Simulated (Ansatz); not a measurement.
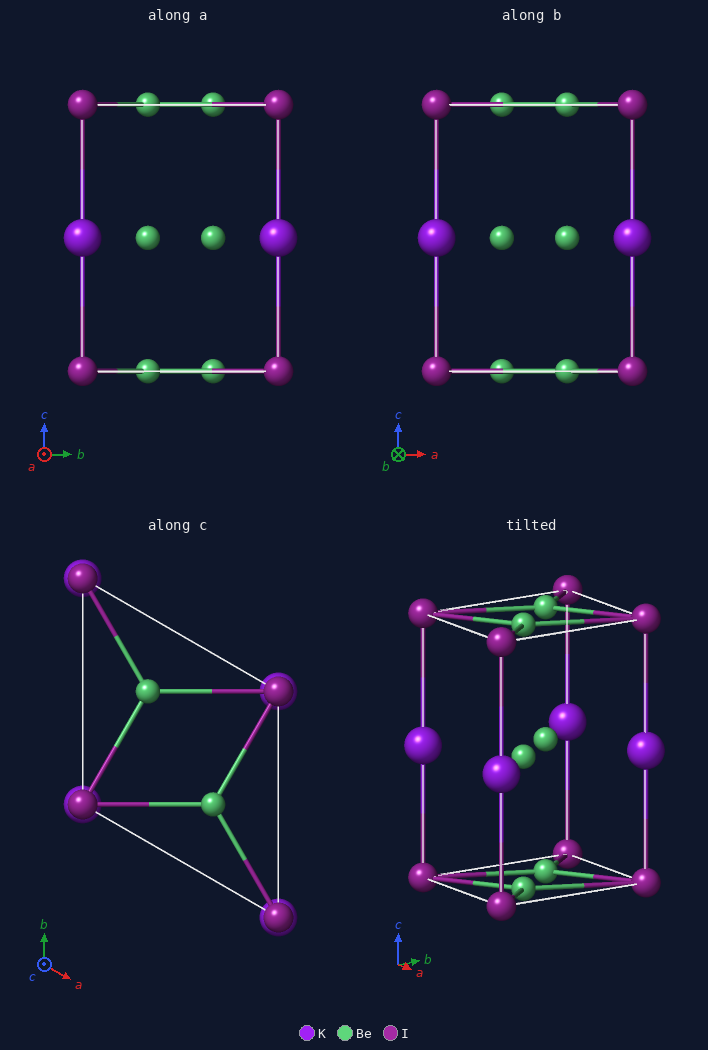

Ball-and-stick representation of a periodic structure, projected along the a axis, along the b axis, along the c axis and slightly off an axis. Atoms at the boundary of the conventional unit cell (the box) are drawn once for each face, edge or corner they touch.

Lattice parameters: a = 4.922 Å, b = 4.922 Å, c = 5.804 Å, α = 90.00°, β = 90.00°, γ = 120.00°.

> Reconstruct the structure as a table of Wyckoff sites.

Space group P6/mmm (No. 191).
```
atom  site       x       y       z
   K    1b  0.0000  0.0000  0.5000
  Be    2d  0.3333  0.6667  0.5000
  Be    2c  0.3333  0.6667  0.0000
   I    1a  0.0000  0.0000  0.0000
```

Source of the structure: a random cell made by a generator, so it need not be a real form of the compound. The structure drawn was relaxed with DFT PBE, scalar-relativistic, plane waves, PAW in Ansatz.
